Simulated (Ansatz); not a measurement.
A series of calculations on Mo₁₆H

### Relaxation

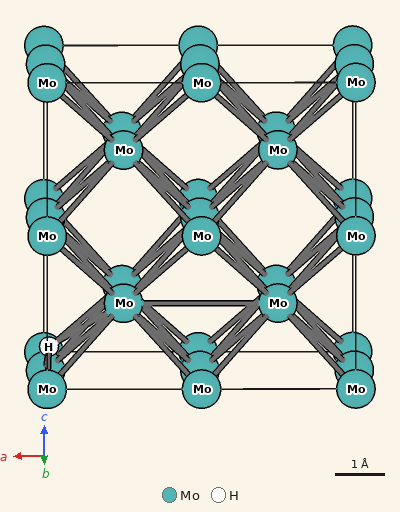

This is the input geometry for a relaxation of a defect cell of composition Mo16H. The picture is a ball-and-stick view of the cell of the calculation, seen from a free direction.

It is an interstitial H in bcc Mo. The run prepares an end point of a later path (interstitial hop) calculation, from a guessed geometry. The atoms of the start lie slightly off their symmetric places, so part of the fall in energy undoes that.

The calculation used Ansatz 0.2.0, DFT PBE, scalar-relativistic, plane waves, PAW.

Input
```yaml
crystal:
  lattice:
    - [6.3, 0.0, 0.0]
    - [0.0, 6.3, 0.0]
    - [0.0, 0.0, 6.3]
  atoms:
    - { symbol: Mo, position: [0.0, 0.0, 0.0] }
    - { symbol: Mo, position: [0.5, 0.0, 0.0] }
    - { symbol: Mo, position: [0.0, 0.5, 0.0] }
    - { symbol: Mo, position: [0.0, 0.0, 0.5] }
    - { symbol: Mo, position: [0.25, 0.25, 0.25] }
    - { symbol: Mo, position: [0.5, 0.5, 0.0] }
    - { symbol: Mo, position: [0.5, 0.0, 0.5] }
    - { symbol: Mo, position: [0.75, 0.25, 0.25] }
    - { symbol: Mo, position: [0.0, 0.5, 0.5] }
    - { symbol: Mo, position: [0.25, 0.75, 0.25] }
    - { symbol: Mo, position: [0.25, 0.25, 0.75] }
    - { symbol: Mo, position: [0.5, 0.5, 0.5] }
    - { symbol: Mo, position: [0.75, 0.75, 0.25] }
    - { symbol: Mo, position: [0.75, 0.25, 0.75] }
    - { symbol: Mo, position: [0.25, 0.75, 0.75] }
    - { symbol: Mo, position: [0.75, 0.75, 0.75] }
    - { symbol: H, position: [-0.0083723, 0.7570592, 0.1100357] }
basis:
  ecutwfc: 420.0
kpoints:
  mp_grid: { grid: [3, 3, 3] }
hamiltonian:
  xc: pbe
scf:
  occupations: { method: gaussian, width: 0.1 }
  lower_state_search: "off"
relax:
  f_tol: 0.03
  max_steps: 60
  adjacent_minimum: "off"
```

Command:
```bash
ansatz run input.yaml --threads 4 --pin off --max-ram 10240MiB --backend cpu --events-out ev --progress --plain --runs-dir out
```

Question: Where does the relaxation end?

Answer: Over 4 geometry steps the energy falls by 0.308 eV per cell of the calculation. The largest force component goes from 2.3 to 0.0056 eV/Å. H17 moves most: 0.11 Å along [1 −1 2]. By element the largest moves are H 0.11 Å, Mo 0.08 Å. The lattice vectors keep their values. Near-neighbour distances that change, for instance: Mo1–H17 1.681 → 1.834 Å, Mo10–Mo13 3.150 → 3.027 Å, Mo1–Mo10 2.728 → 2.847 Å, Mo13–H17 1.760 → 1.834 Å. Bond angles that change, for instance: Mo1–H17–Mo3 132.3° → 126.3°, Mo10–H17–Mo13 121.4° → 126.3°, Mo3–H17–Mo10 98.0° → 101.8°. The run took 18 s on 4 threads of AMD EPYC 9R45 96-Core Processor (Zen 5), on a shared host, peak memory 1.1 GiB.

Final geometry:

```
Mo H
1.0
     6.30000    0.00000    0.00000
     0.00000    6.30000    0.00000
     0.00000    0.00000    6.30000
Mo H
16 1
Direct
  0.99952 0.01015 0.99251
  0.49951 0.00142 0.99867
  0.99951 0.49066 0.99250
  0.99951 0.00163 0.49926
  0.25050 0.25042 0.24957
  0.49951 0.49942 0.99867
  0.49951 0.00232 0.50141
  0.74851 0.25041 0.24957
  0.99951 0.49922 0.49926
  0.25925 0.75042 0.25572
  0.25141 0.25042 0.74684
  0.49951 0.49852 0.50140
  0.73976 0.75042 0.25573
  0.74760 0.25042 0.74683
  0.25071 0.75042 0.74898
  0.74829 0.75042 0.74898
  0.99950 0.75041 0.12411
```

The end point in the same view:

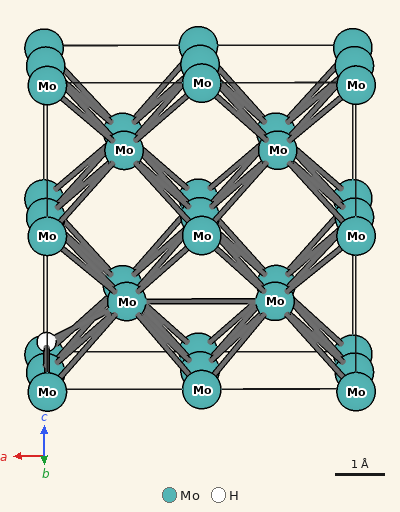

Limits of the set-up: the periodic images lie only 6.3 Å apart, so the values are limited by the cell's size.

### Relaxation

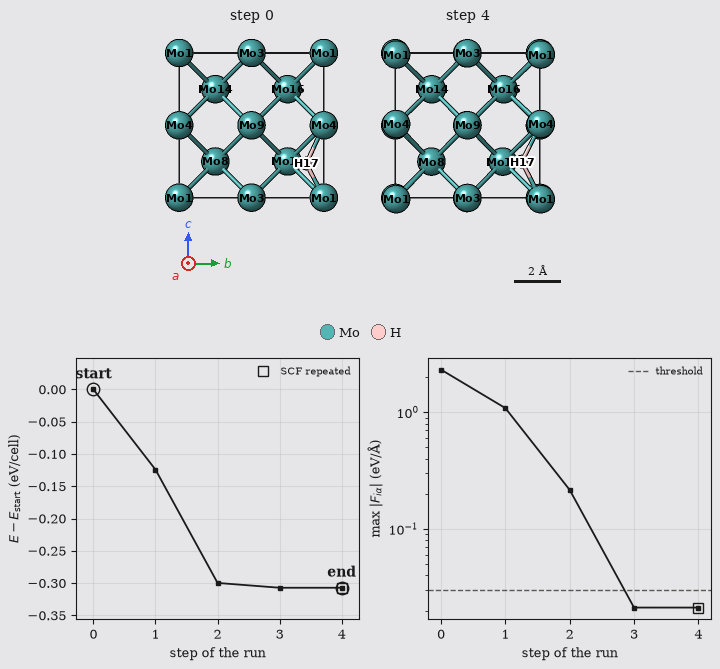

First and last geometry of a relaxation of a defect cell of composition Mo₁₆H, with the history of the run. Style: ball-and-stick. Shown: the cell of the calculation, along the a axis.

It is an interstitial H in bcc Mo. The run prepares an end point of a later path (interstitial hop) calculation, from a guessed geometry. The atoms of the start lie slightly off their symmetric places, so part of the fall in energy undoes that.

Theory: DFT PBE, scalar-relativistic, plane waves, PAW (Ansatz 0.2.0).

Input file:
```yaml
crystal:
  lattice:
    - [6.3, 0.0, 0.0]
    - [0.0, 6.3, 0.0]
    - [0.0, 0.0, 6.3]
  atoms:
    - { symbol: Mo, position: [0.0, 0.0, 0.0] }
    - { symbol: Mo, position: [0.5, 0.0, 0.0] }
    - { symbol: Mo, position: [0.0, 0.5, 0.0] }
    - { symbol: Mo, position: [0.0, 0.0, 0.5] }
    - { symbol: Mo, position: [0.25, 0.25, 0.25] }
    - { symbol: Mo, position: [0.5, 0.5, 0.0] }
    - { symbol: Mo, position: [0.5, 0.0, 0.5] }
    - { symbol: Mo, position: [0.75, 0.25, 0.25] }
    - { symbol: Mo, position: [0.0, 0.5, 0.5] }
    - { symbol: Mo, position: [0.25, 0.75, 0.25] }
    - { symbol: Mo, position: [0.25, 0.25, 0.75] }
    - { symbol: Mo, position: [0.5, 0.5, 0.5] }
    - { symbol: Mo, position: [0.75, 0.75, 0.25] }
    - { symbol: Mo, position: [0.75, 0.25, 0.75] }
    - { symbol: Mo, position: [0.25, 0.75, 0.75] }
    - { symbol: Mo, position: [0.75, 0.75, 0.75] }
    - { symbol: H, position: [-0.00123022, 0.87851641, 0.23613523] }
basis:
  ecutwfc: 420.0
kpoints:
  mp_grid: { grid: [3, 3, 3] }
hamiltonian:
  xc: pbe
scf:
  occupations: { method: gaussian, width: 0.1 }
  lower_state_search: "off"
relax:
  f_tol: 0.03
  max_steps: 60
  adjacent_minimum: "off"
```

Command:
```bash
ansatz run input.yaml --threads 4 --pin off --max-ram 10240MiB --backend cpu --events-out ev --progress --plain --runs-dir out
```

Question: Read the history and describe the run.

Answer: It converged. After 3 accepted moves (4 points after the start) the energy has fallen by 0.307 eV per cell of the calculation. Largest force component: 2.3 eV/Å at the start, 0.021 eV/Å at the end. 1 step only repeated the SCF at the same geometry. H17 moves most: 0.085 Å roughly along [0 −1 3]. Largest moves by element: H 0.085 Å, Mo 0.078 Å. The lattice vectors keep their values. Near-neighbour distances that change, for instance: Mo1–H17 1.673 → 1.833 Å, Mo10–Mo13 3.150 → 3.027 Å, Mo1–Mo10 2.728 → 2.845 Å, Mo13–H17 1.766 → 1.834 Å. Bond angles that change, for instance: Mo4–H17–Mo10 98.2° → 101.7°, Mo1–H17–Mo13 104.9° → 101.8°, Mo4–H17–Mo13 98.7° → 101.7°. Cost: 16 s on 4 threads of AMD EPYC 9R45 96-Core Processor (Zen 5) (shared host), peak memory 1.1 GiB.

```json
{"step": "0", "E − E(0), meV/atom": "0.00", "largest force component, eV/Å": "2.3229", "note": ""}
{"step": "1", "E − E(0), meV/atom": "-7.30", "largest force component, eV/Å": "1.0872", "note": ""}
{"step": "2", "E − E(0), meV/atom": "-17.62", "largest force component, eV/Å": "0.2163", "note": ""}
{"step": "3", "E − E(0), meV/atom": "-18.06", "largest force component, eV/Å": "0.0212", "note": ""}
{"step": "4", "E − E(0), meV/atom": "-18.06", "largest force component, eV/Å": "0.0212", "note": "same geometry, SCF repeated"}
```

Limits of the set-up: the periodic images lie only 6.3 Å apart, so the values are limited by the cell's size.

### Path

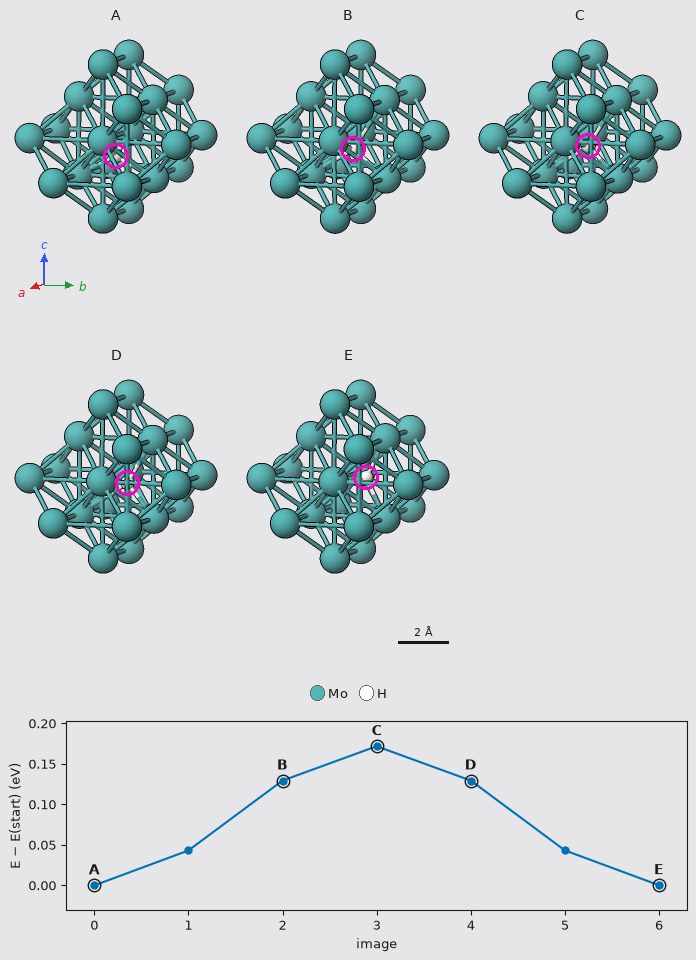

NEB run on Mo with an interstitial H (17 atoms in the cell). Images are numbered from 0 (start) to 6 (end). Frames A to E are images 0, 2, 3, 4, 6. Style: ball-and-stick. Shown: the atoms within 4.2 Å of the middle of the path, slightly off an axis. The moving atom is ringed, with any periodic copies. Bonds to atoms that aren't drawn are left out.

Computed with DFT PBE, scalar-relativistic, plane waves, PAW (Ansatz 0.2.0).

The input:
```yaml
crystal:
  lattice:
    - [6.3, 0.0, 0.0]
    - [0.0, 6.3, 0.0]
    - [0.0, 0.0, 6.3]
  atoms:
    - { symbol: Mo, position: [-0.00048295, 0.01014547, -0.00749287] }
    - { symbol: Mo, position: [0.49951167, 0.001418, -0.0013315] }
    - { symbol: Mo, position: [-0.00048758, 0.4906564, -0.00749691] }
    - { symbol: Mo, position: [-0.00048571, 0.00162894, 0.49926461] }
    - { symbol: Mo, position: [0.25050135, 0.25041544, 0.24957003] }
    - { symbol: Mo, position: [0.49951023, 0.49941695, -0.00132861] }
    - { symbol: Mo, position: [0.49951078, 0.00231669, 0.50140837] }
    - { symbol: Mo, position: [0.74850802, 0.25041388, 0.24957001] }
    - { symbol: Mo, position: [-0.00048641, 0.49921558, 0.49926237] }
    - { symbol: Mo, position: [0.25924701, 0.75042143, 0.25572485] }
    - { symbol: Mo, position: [0.25140883, 0.25041848, 0.74684266] }
    - { symbol: Mo, position: [0.4995095, 0.49851751, 0.50139676] }
    - { symbol: Mo, position: [0.73976373, 0.75041684, 0.25573476] }
    - { symbol: Mo, position: [0.74759541, 0.25041707, 0.74683424] }
    - { symbol: Mo, position: [0.25070881, 0.75041803, 0.74898155] }
    - { symbol: Mo, position: [0.74829375, 0.75041719, 0.74898239] }
    - { symbol: H, position: [-0.00049874, 0.7504053, 0.12411298] }
basis:
  ecutwfc: 420.0
kpoints:
  mp_grid: { grid: [3, 3, 3] }
hamiltonian:
  xc: pbe
scf:
  occupations: { method: gaussian, width: 0.1 }
  lower_state_search: "off"
neb:
  images: 5
  f_tol: 0.05
  initial_path: idpp
  max_iterations: 80
  final_atoms:
    - { symbol: Mo, position: [-7.644e-05, 0.00649942, -0.01060732] }
    - { symbol: Mo, position: [0.49992733, 0.00042288, -0.00183357] }
    - { symbol: Mo, position: [-7.083e-05, 0.49990154, -0.00207924] }
    - { symbol: Mo, position: [-7.198e-05, 0.00646142, 0.50894245] }
    - { symbol: Mo, position: [0.25120336, 0.25051042, 0.24920023] }
    - { symbol: Mo, position: [0.49992871, 0.49766325, -0.00270467] }
    - { symbol: Mo, position: [0.49992753, 0.00043539, 0.50022089] }
    - { symbol: Mo, position: [0.74865333, 0.25051075, 0.2492004] }
    - { symbol: Mo, position: [-7.098e-05, 0.49990035, 0.50047583] }
    - { symbol: Mo, position: [0.2597013, 0.74393438, 0.24919112] }
    - { symbol: Mo, position: [0.25181832, 0.25274409, 0.74919193] }
    - { symbol: Mo, position: [0.49992938, 0.49767215, 0.50107183] }
    - { symbol: Mo, position: [0.74015588, 0.74394241, 0.24918651] }
    - { symbol: Mo, position: [0.74803179, 0.25274735, 0.74919121] }
    - { symbol: Mo, position: [0.25095381, 0.74997686, 0.74918483] }
    - { symbol: Mo, position: [0.74890216, 0.74997821, 0.74918464] }
    - { symbol: H, position: [-7.29e-05, 0.87521552, 0.24911815] }
  order_check: true
```

Command:
```bash
ansatz run input.yaml --threads 4 --pin off --max-ram 10240MiB --backend cpu --events-out ev --progress --plain --runs-dir out
```

Question: Read off the barrier and say what moves.

Answer: The H atom travels furthest, 1.11 Å from end to end, along [0 1 1], on a straight line. At the highest image its nearest neighbour (Mo) is 1.77 Å away, against 1.83 Å at the start, and the surrounding atoms stand up to 0.05 Å off the mean of their end positions. The barrier is about 0.172 eV in both directions, with image 3 at the top; the ends have the same energy. The band converged in 5 iterations. The largest component of the band force went from 0.76 to 0.044 eV/Å. The climbing image converged on the top of the path. A check of its curvatures didn't confirm a first-order saddle.

Limits of the set-up: the periodic images lie only 6.3 Å apart, so the values are limited by the cell's size.
